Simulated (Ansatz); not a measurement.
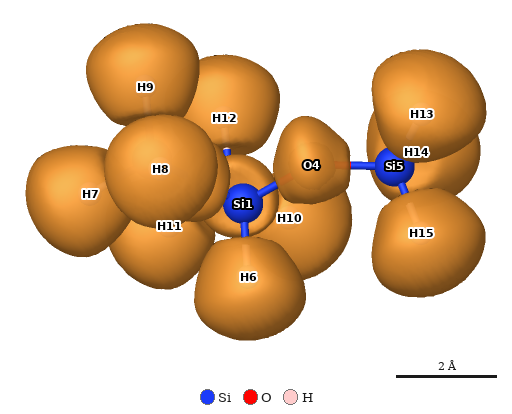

Figure 1: H10OSi4 (SMILES [SiH]([SiH3])([SiH3])O[SiH3]). Isosurface of the ELF at 0.75 (orange), seen from one side. Only the valence region is drawn (cores and ρ < 0.01 e/Å³ removed).

Method: Ansatz 0.2.0, DFT PBE, Gaussian basis def2-SVP.

```yaml
atoms:
  - { symbol: Si, position_ang: [0.1049, 0.0222, -0.6507] }
  - { symbol: Si, position_ang: [1.2274, 2.0523, -1.0731] }
  - { symbol: Si, position_ang: [1.5541, -1.5818, 0.3107] }
  - { symbol: O, position_ang: [-1.1896, 0.3623, 0.3774] }
  - { symbol: Si, position_ang: [-2.5397, -0.3443, 1.0760] }
  - { symbol: H, position_ang: [-0.4099, -0.5401, -1.9585] }
  - { symbol: H, position_ang: [2.3747, 1.7964, -2.0163] }
  - { symbol: H, position_ang: [0.3012, 3.0618, -1.6978] }
  - { symbol: H, position_ang: [1.7761, 2.6221, 0.2078] }
  - { symbol: H, position_ang: [0.8309, -2.8739, 0.5899] }
  - { symbol: H, position_ang: [2.6864, -1.8616, -0.6440] }
  - { symbol: H, position_ang: [2.1306, -1.0676, 1.6032] }
  - { symbol: H, position_ang: [-3.2599, 0.7149, 1.8568] }
  - { symbol: H, position_ang: [-2.1330, -1.4609, 2.0017] }
  - { symbol: H, position_ang: [-3.4542, -0.9017, 0.0169] }
```

Q: Where are the electrons localised?

A: At this value the surface marks out two regions between bonded Si–Si atoms (shared pairs), ten regions around hydrogen nuclei and one region wrapped around O (its lone pairs, merged into a ring or cap). Profiles from the grid: Si–O (1.68 Å): the ELF peaks at about 0.85 between the atoms: a shared but strongly polarised pair. Si–Si (2.36 Å): the ELF peaks at about 1 between the atoms: a shared electron pair.
